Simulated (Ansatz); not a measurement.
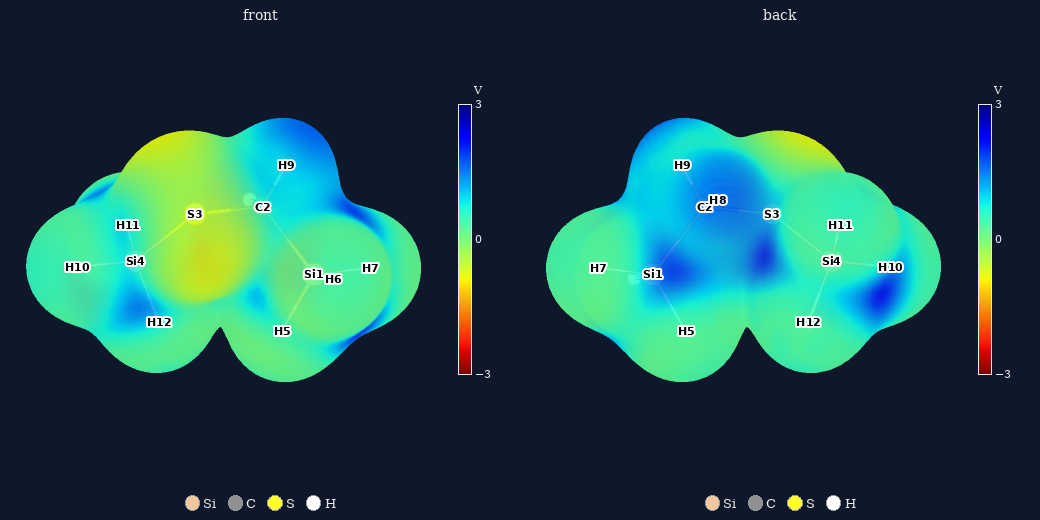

Figure 1: CH₈SSi₂ (SMILES [SiH3]CS[SiH3]). The molecular electrostatic potential painted on the density surface at 0.004 e/bohr³, seen from the front and from behind; red is negative and blue positive.

Geometry: PBE0-D4/def2-TZVP.

These are results of RKS PBE0-D4/def2-TZVPP (Ansatz), not measurements.

```xyz
12

Si   -1.6517    0.8232    0.3525
C    -0.6481   -0.7400    0.6491
S     1.0579   -0.3276    1.1649
Si    2.0176   -0.2174   -0.7295
H    -1.0201    1.6309   -0.7207
H    -1.6993    1.6138    1.6076
H    -3.0402    0.4717   -0.0583
H    -0.6333   -1.3978   -0.2233
H    -1.0798   -1.3167    1.4705
H     3.4477    0.0430   -0.4364
H     1.8591   -1.5045   -1.4588
H     1.4672    0.8666   -1.5839
```

Describe the electrostatic potential map.

Answer. The most negative region (about −0.8 V, or −18 kcal/mol for a unit charge) lies over S3, the most positive (about +1.9 V, or +44 kcal/mol for a unit charge) over Si1 and Si4.
